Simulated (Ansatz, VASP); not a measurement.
# Cross-check of Ni (Ni(100)) between VASP and Ansatz, part 2 of 2

Wanted: the spread between two codes on one cell, functional and k mesh.  Valence electrons are named where the data sets of a main pair hold unlike numbers.

VASP 6.6.1 and Ansatz 0.2.0.

So far: The starting structure; Ansatz: band structure, PBE.

**3. VASP: band structure, PBE**

Level of this step: PBE, spin-polarised from a ferromagnetic start; plane waves and PAW (Ni) (VASP).

The same cell, functional, mesh and smearing now go to VASP, with its own data sets.

Lines of VASP's logs that name or quote its potential files are left out, and so is its time.

The input, INCAR:

```
SYSTEM = Ni
PREC = Normal
ENCUT = 300
EDIFF = 1E-06
NELM = 120
ISMEAR = -1
SIGMA = 0.1
LREAL = .FALSE.
ALGO = Fast
GGA = PE
NBANDS = 62
ISPIN = 2
MAGMOM = 1 1 1 1 1 1 1
LASPH = .TRUE.
LMAXMIX = 4
LORBIT = 11
LWAVE = .FALSE.
LCHARG = .TRUE.
IDIPOL = 3
LDIPOL = .TRUE.
DIPOL = 0.5 0.5 0.5
LVHAR = .TRUE.
LVACPOTAV = .TRUE.
LELF = .TRUE.
NEDOS = 1500
```

The input, POSCAR:

```
Ni
1.0
    2.4890158698      0.0000000000      0.0000000000
    0.0000000000      2.4890158698      0.0000000000
    0.0000000000      0.0000000000     28.5600000000
Ni
7
Direct
    0.0000000000      0.0000000000      0.3151260504
    0.5000000000      0.5000000000      0.3767507003
    0.0000000000      0.0000000000      0.4383753501
    0.5000000000      0.5000000000      0.5000000000
    0.0000000000      0.0000000000      0.5616246499
    0.5000000000      0.5000000000      0.6232492997
    0.0000000000      0.0000000000      0.6848739496
```

The input, KPOINTS:

```
Automatic mesh
0
Gamma
20 20 1
0 0 0
```

The input, KPOINTS_OPT:

```
Line mode
14
Line-mode
Reciprocal
  0.50000000   0.50000000   0.00000000 M
  0.00000000   0.00000000   0.00000000 GAMMA

  0.00000000   0.00000000   0.00000000 GAMMA
  0.00000000   0.50000000   0.00000000 X

  0.00000000   0.50000000   0.00000000 X
  0.50000000   0.50000000   0.00000000 M
```

Potentials, in the order of the species: Ni (PBE family, release 64).

The run is started by

```console
$ mpirun -np 2 vasp_std
```

Numbers of over 12 decimals in the logs are rounded to 6 here.

Output:

```text
[banner, memory and clock lines left out]
running    2 mpi-ranks, on    1 nodes
 distrk:  each k-point on    2 cores,    1 groups
 distr:  one band on    1 cores,    2 groups

 POSCAR found type information on POSCAR Ni
 POSCAR found :  1 types and       7 ions
 LDA part: xc-table for (Slater+PW92), standard interpolation
 POSCAR, INCAR and KPOINTS ok, starting setup
 FFT: planning ... GRIDC
 FFT: planning ... GRID_SOFT
 FFT: planning ... GRID
 WAVECAR not read
 entering main loop
       N       E                     dE             d eps       ncg     rms          rms(c)
DAV:   1     0.422871869448E+03    0.42287E+03   -0.21864E+04 16552   0.873E+02
DAV:   2    -0.217397939778E+01   -0.42505E+03   -0.39295E+03 16502   0.236E+02
DAV:   3    -0.426119341845E+02   -0.40438E+02   -0.37644E+02 18044   0.919E+01
DAV:   4    -0.434348527823E+02   -0.82292E+00   -0.82080E+00 18314   0.156E+01
DAV:   5    -0.434542159857E+02   -0.19363E-01   -0.19362E-01 23790   0.150E+00    0.250E+01
RMM:   6    -0.475907729102E+02   -0.41366E+01   -0.44305E+01 19584   0.422E+01    0.362E+01
RMM:   7    -0.522607588991E+02   -0.46700E+01   -0.99834E+00 19702   0.175E+01    0.409E+01
RMM:   8    -0.417805666855E+02    0.10480E+02   -0.38923E+00 18790   0.121E+01    0.313E+01
RMM:   9    -0.369202126090E+02    0.48604E+01   -0.24921E+00 18882   0.945E+00    0.113E+01
RMM:  10    -0.407962476517E+02   -0.38760E+01   -0.27183E+00 20328   0.926E+00    0.354E+01
RMM:  11    -0.377297873157E+02    0.30665E+01   -0.22638E+00 19612   0.916E+00    0.238E+01
RMM:  12    -0.358465784266E+02    0.18832E+01   -0.31319E-01 18559   0.339E+00    0.463E+00
RMM:  13    -0.358816015799E+02   -0.35023E-01   -0.41562E-02 19475   0.987E-01    0.482E+00
RMM:  14    -0.358327115133E+02    0.48890E-01   -0.11278E-01 20372   0.155E+00    0.408E+00
[...]
RMM:  28    -0.367335681755E+02   -0.36418E-01   -0.62524E-04 21814   0.873E-02    0.179E-01
RMM:  29    -0.367641667626E+02   -0.30599E-01   -0.21968E-04 21455   0.596E-02    0.962E-02
RMM:  30    -0.368057281068E+02   -0.41561E-01   -0.43139E-04 22146   0.763E-02    0.585E-02
RMM:  31    -0.368201708364E+02   -0.14443E-01   -0.87374E-05 21483   0.395E-02    0.615E-02
RMM:  32    -0.368251008956E+02   -0.49301E-02   -0.21983E-05 21179   0.208E-02    0.271E-02
RMM:  33    -0.368270123566E+02   -0.19115E-02   -0.11598E-05 20177   0.145E-02    0.143E-02
RMM:  34    -0.368279898922E+02   -0.97754E-03   -0.43429E-06 18441   0.918E-03    0.169E-02
RMM:  35    -0.368284638726E+02   -0.47398E-03   -0.28104E-06 17696   0.781E-03    0.605E-03
WARNING in EDDRMM: call to ZHEGV failed, returncode =   6  3     31
RMM:  36    -0.368286203384E+02   -0.15647E-03   -0.11721E-06 16467   0.479E-03    0.967E-03
RMM:  37    -0.368286501597E+02   -0.29821E-04   -0.51706E-07 15535   0.361E-03    0.550E-03
RMM:  38    -0.368286702623E+02   -0.20103E-04   -0.51013E-07 15823   0.358E-03    0.390E-03
RMM:  39    -0.368286770710E+02   -0.68087E-05   -0.16910E-07 15245   0.215E-03    0.229E-03
RMM:  40    -0.368286819201E+02   -0.48491E-05   -0.12382E-07 15124   0.192E-03    0.105E-03
RMM:  41    -0.368286836668E+02   -0.17467E-05   -0.52606E-08 14419   0.139E-03    0.702E-04
RMM:  42    -0.368286845678E+02   -0.90103E-06   -0.25153E-08 13348   0.101E-03
|                                                                             |
|           W    W    AA    RRRRR   N    N  II  N    N   GGGG   !!!           |
|           W    W   A  A   R    R  NN   N  II  NN   N  G    G  !!!           |
|           W    W  A    A  R    R  N N  N  II  N N  N  G       !!!           |
|           W WW W  AAAAAA  RRRRR   N  N N  II  N  N N  G  GGG   !            |
|           WW  WW  A    A  R   R   N   NN  II  N   NN  G    G                |
|           W    W  A    A  R    R  N    N  II  N    N   GGGG   !!!           |
|                                                                             |
|     Did not find any points to average over, which means that no vacuum     |
|     field-free region was found. Please increase the size of  your cell     |
|     in the dimension of the dipole correction to obtain accurate            |
|     workfunction values.                                                    |
|                                                                             |

   1 F= -.36828685E+02 E0= -.36627481E+02  d E =-.402408E+00  mag=     4.5603
 Start KPOINTS_OPT (optional k-point list driver)
k-point batch [1-42\42]
       N       E                     dE             ncg
DAV:   1     0.166808874133E+05   -0.52841E+05    10440
DAV:   2    -0.302924186106E+03   -0.16984E+05    10502
DAV:   3    -0.185241427054E+04   -0.15495E+04    11614
DAV:   4    -0.188316008826E+04   -0.30746E+02    11528
DAV:   5    -0.188401512930E+04   -0.85504E+00    15310
DAV:   6    -0.188402144390E+04   -0.63146E-02    12170
DAV:   7    -0.188402168776E+04   -0.24385E-03    15500
DAV:   8    -0.188402168997E+04   -0.22122E-05     8212
DAV:   9    -0.188402169023E+04   -0.26066E-06     6950
```

OUTCAR, selected parts (step 3):

```text
ion  position               nearest neighbor table
   1  0.000  0.000  0.315-   2 2.49   2 2.49   2 2.49   2 2.49
   2  0.500  0.500  0.377-   3 2.49   3 2.49   3 2.49   3 2.49   1 2.49   1 2.49   1 2.49   1 2.49

  LATTYP: Found a simple tetragonal cell.
 ALAT       =     2.4890158698
 C/A-ratio  =    11.4744145855

 Subroutine GETGRP returns: Found 16 space group operations
 (whereof 16 operations were pure point group operations)

The static configuration has the point symmetry D_4h.

 Found     66 irreducible k-points:

   k-points           NKPTS =     66   k-points in BZ     NKDIM =     66   number of bands    NBANDS=     62

   dimension x,y,z NGX =    12 NGY =   12 NGZ =  126
   dimension x,y,z NGXF=    24 NGYF=   24 NGZF=  252

   ENCUT  =  300.0 eV  22.05 Ry    4.70 a.u.   3.52  3.52 40.33*2*pi/ulx,y,z

   NELECT =      70.0000    total number of electrons

 k-points in reciprocal lattice and weights: Automatic mesh
   0.00000000  0.00000000  0.00000000       0.003
   0.05000000  0.00000000  0.00000000       0.010
   0.10000000  0.00000000  0.00000000       0.010
   0.15000000  0.00000000  0.00000000       0.010
   0.20000000  0.00000000  0.00000000       0.010
   0.25000000  0.00000000  0.00000000       0.010
   0.30000000  0.00000000  0.00000000       0.010
   0.35000000  0.00000000  0.00000000       0.010
   0.40000000  0.00000000  0.00000000       0.010
[...]
0.50000000  0.45000000  0.00000000       0.010
   0.50000000  0.50000000  0.00000000       0.003

 dipolmoment           0.000000      0.000000     -0.000000 electrons x Angstroem

 average (electrostatic) potential at core
       1 -89.7469       2 -90.0773       3 -90.0670       4 -90.0497       5 -90.0670
       6 -90.0773       7 -89.7469

 E-fermi :   1.3064

 spin component 1
 k-point     1 :       0.0000    0.0000    0.0000
  band No.  band energies     occupation
    ...
     37       0.7151      0.99730
     38       0.7577      0.99588
     39       0.8083      0.99318
     40       0.8083      0.99318
     41       0.9527      0.97173
     42       2.3006      0.00005
     43       3.2893      0.00000
     44       5.9508      0.00000
     45       6.1830      0.00000
     46       6.8382      0.00000
    ...

 k-point     2 :       0.0500    0.0000    0.0000
  band No.  band energies     occupation
    ...
     37       0.6836      0.99803
     38       0.6925      0.99785
     39       0.7487      0.99623
     40       0.8137      0.99280
     41       1.1819      0.77648
     42       2.4650      0.00001
     43       3.4696      0.00000
     44       6.0121      0.00000
     45       6.2477      0.00000
     46       6.8988      0.00000
    ...

 k-point     3 :       0.1000    0.0000    0.0000
  band No.  band energies     occupation
    ...
     36       0.5664      0.99939
     37       0.6555      0.99851
     38       0.6692      0.99829
     39       0.7629      0.99566
     40       0.8124      0.99290
     41       1.5827      0.05939
     42       2.8674      0.00000
     43       3.9294      0.00000
     44       6.1959      0.00000
     45       6.4421      0.00000
    ...

 k-point     4 :       0.1500    0.0000    0.0000
  band No.  band energies     occupation
    ...
     36       0.5964      0.99918
     37       0.6899      0.99790
     38       0.7792      0.99489
     39       0.7910      0.99426
     40       0.8626      0.98832
     41       2.0397      0.00065
     42       3.3940      0.00000
     43       4.5481      0.00000
     44       6.5010      0.00000
     45       6.7668      0.00000
    ...

 k-point     5 :       0.2000    0.0000    0.0000
  band No.  band energies     occupation
    ...
     36       0.5856      0.99926
     37       0.7130      0.99736
     38       0.7531      0.99606
     39       0.7772      0.99500
     40       1.1994      0.74469
     41       2.5321      0.00000
     42       3.9911      0.00000
     43       5.2560      0.00000
     44       6.9257      0.00000
     45       7.2225      0.00000
    ...

 k-point     6 :       0.2500    0.0000    0.0000
  band No.  band energies     occupation
    ...
     35       0.5329      0.99956
     36       0.6104      0.99905
     37       0.6764      0.99817
     38       0.7440      0.99640
     39       0.7559      0.99595
     40       1.5559      0.07619
     41       3.0486      0.00000
     42       4.6265      0.00000
     43       6.0099      0.00000
     44       7.4608      0.00000
    ...

  Total       -2.2138820     -2.2138820     -1.1142875      0.0000000      0.0000000      0.0000000
  in kB      -20.0470981    -20.0470981    -10.0900726      0.0000000      0.0000000      0.0000000
  external PRESSURE =     -16.7280896 kB  Pullay stress =       0.0000000 kB

  energy-cutoff  :      300.00
  volume of cell :      176.93
      direct lattice vectors                 reciprocal lattice vectors
     2.489015870  0.000000000  0.000000000     0.401765217  0.000000000  0.000000000
     0.000000000  2.489015870  0.000000000     0.000000000  0.401765217  0.000000000
     0.000000000  0.000000000 28.560000000     0.000000000  0.000000000  0.035014006

 POSITION                                       TOTAL-FORCE (eV/Angst)
 -----------------------------------------------------------------------------------
      0.00000      0.00000      9.00000         0.000000      0.000000      0.319154
      1.24451      1.24451     10.76000         0.000000      0.000000     -0.351629
      0.00000      0.00000     12.52000        -0.000000      0.000000      0.021957
      1.24451      1.24451     14.28000         0.000000      0.000000      0.000000
      0.00000      0.00000     16.04000         0.000000     -0.000000     -0.021957
      1.24451      1.24451     17.80000         0.000000      0.000000      0.351629
      0.00000      0.00000     19.56000         0.000000      0.000000     -0.319154
 -----------------------------------------------------------------------------------
    total drift:                                0.000000      0.000000     -0.000000

  FREE ENERGIE OF THE ION-ELECTRON SYSTEM (eV)
  ---------------------------------------------------
  free  energy   TOTEN  =       -36.8286845678 eV

  energy  without entropy=      -36.4262765880  energy(sigma->0) =      -36.62748058

 vacuum level on the upper side and lower side of the slab         6.185         6.185

 total charge
# of ion       s       p       d       tot
------------------------------------------
    1        0.470   0.336   8.302   9.109
    2        0.493   0.494   8.299   9.286
    3        0.498   0.497   8.301   9.295
    4        0.497   0.496   8.303   9.296
    5        0.498   0.497   8.301   9.295
    6        0.493   0.494   8.299   9.286
    7        0.470   0.336   8.302   9.109
--------------------------------------------------
tot          3.420   3.149  58.108  64.678

 magnetization (x)
# of ion       s       p       d       tot
------------------------------------------
    1       -0.002  -0.017   0.754   0.735
    2       -0.007  -0.024   0.678   0.648
    3       -0.006  -0.024   0.669   0.638
    4       -0.006  -0.024   0.649   0.619
    5       -0.006  -0.024   0.669   0.638
    6       -0.007  -0.024   0.678   0.648
    7       -0.002  -0.017   0.754   0.735
--------------------------------------------------
tot         -0.037  -0.154   4.851   4.660

[... 6 further parts left out ...]
```

With spin, VASP writes an ELF for each channel.

**4. Comparison**

Known differences besides the potentials themselves: the data sets hold 126 valence electrons in Ansatz (on its default PAW (the set named soft_2) files) and 70 in VASP; the cutoff is 420 eV in Ansatz and 300 eV in VASP (PREC = Normal); site moments are counted in spheres of each program's own size. Total energies have different zeros and are not compared.

Compared:

```csv
quantity,Ansatz,VASP,difference
total moment (μB),4.64,4.56,+0.08
moment on Ni1 (μB),0.77,0.73,+0.03
moment on Ni7 (μB),0.77,0.73,+0.03
moment on Ni6 (μB),0.69,0.65,+0.04
moment on Ni2 (μB),0.69,0.65,+0.04
moment on Ni5 (μB),0.68,0.64,+0.04
moment on Ni3 (μB),0.68,0.64,+0.04
moment on Ni4 (μB),0.66,0.62,+0.04
"work function, lower of the two faces (eV)",4.91,4.88,+0.03
"work function, higher of the two faces (eV)",4.91,4.88,+0.03
```

Forces (eV/Å; atoms numbered as in POSCAR):

```csv
atom,"Ansatz x, y, z","VASP x, y, z"
Ni1,"0.000, 0.000, 0.317","0.000, 0.000, 0.319"
Ni2,"0.000, 0.000, -0.353","0.000, 0.000, -0.352"
Ni3,"0.000, 0.000, 0.023","0.000, 0.000, 0.022"
Ni4,"0.000, 0.000, 0.000","0.000, 0.000, 0.000"
Ni5,"0.000, 0.000, -0.023","0.000, 0.000, -0.022"
Ni6,"0.000, 0.000, 0.353","0.000, 0.000, 0.352"
Ni7,"0.000, 0.000, -0.317","0.000, 0.000, -0.319"
```

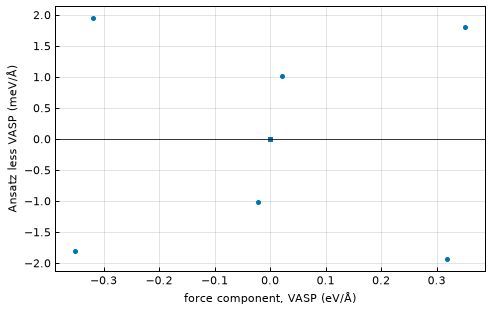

Difference of the force components against their size.

The forces differ by 0.9 meV/Å r.m.s., which is 0.6 % of the r.m.s. force of 0.147 eV/Å (both taken over all components). VASP's log warns that it found no field-free region in the vacuum, so its work functions are uncertain. With vacuum in the cell, a pressure given here is an average over mostly empty space and none of the material.

**5. Summary of results**

| Quantity | Value |
| --- | --- |
| difference in work function, higher of the two faces (band structure, PBE) | 0.030 eV |

**Reading.** The difference in work function, higher of the two faces is 0.030 eV (band structure, PBE). The data sets hold unlike numbers of valence electrons (126 in Ansatz and 70 in VASP), so part of the differences comes from the potentials. How closely two codes agree says nothing of how well the functional describes the real material.

[Lines on the potential files, build, host, timing and source positions are cut from VASP's logs without a mark.]

[Logs are printed without paths, hosts, clocks, repeated set-up lines and the standing remarks that a program may print on its own settings, such as how far it seeks lower states.]

[Hosts, paths, dates, database ids (printed as entryN), source tags and the programs' standing remarks are cut or masked in the printed files.]
